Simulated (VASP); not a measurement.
Band structure of NiSb (NiAs type). Calculation: PBE GGA with D3 dispersion (Becke-Johnson damping), VASP's PBE PAW potentials (set 64) (plane waves; VASP).

Unless said otherwise, spin-orbit coupling is left out, though it shifts the bands of the heavy elements here.

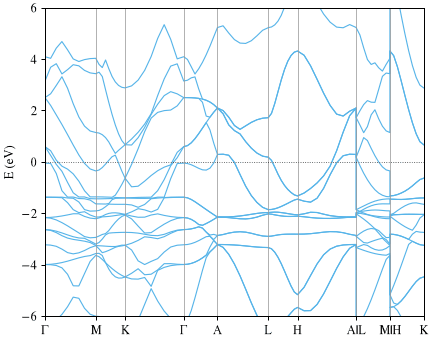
*Bands along high-symmetry lines, zero at the valence-band maximum or, without a gap, the Fermi level*

Task: Read the plot: is there a gap, and where are the band edges?

Result: It has no gap at this level: it comes out as a metal or semimetal. (Edges off the drawn lines would not show.)

The compound is NiSb in the NiAs type structure. It was relaxed first. The run is not spin-polarised, so no magnetic state was tried.
